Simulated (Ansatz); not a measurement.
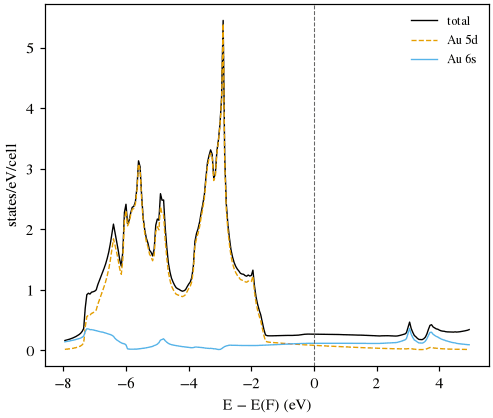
Fig. 1. Total and projected density of states of Au (bcc (W type), space group No. 229), the program Ansatz at the r²SCAN+D4 level (PAW)

### Question
Which orbitals carry the states next to the Fermi level?

### Answer
Within 0.5 eV of the Fermi level: Au 6s 44 %, Au 5d 32 %, outside the projected shells 24 %. Projections are on Löwdin-orthogonalised atomic valence shells; empty p or d shells of many metals are not among them.

### Question
Where is the tallest occupied peak in this window, and what makes it?

### Answer
Near -2.9 eV, about 5.4 states/eV per cell; the largest projected share is Au 5d.

Space group Im-3m (bcc (W type)). The first step of the workflow began from a Materials Project structure, measured or hypothetical; the Crystallography Open Database copy checked does not list it. It is not the phase usual at ambient conditions (space group No. 225). The r²SCAN+D4 relaxation kept the symmetry of its start. At this level the phase is mechanically unstable. The pairwise dispersion correction was not fitted to metals. Spin–orbit coupling is left out wherever it is not named.

Potentials: the later of the program's two PAW sets.
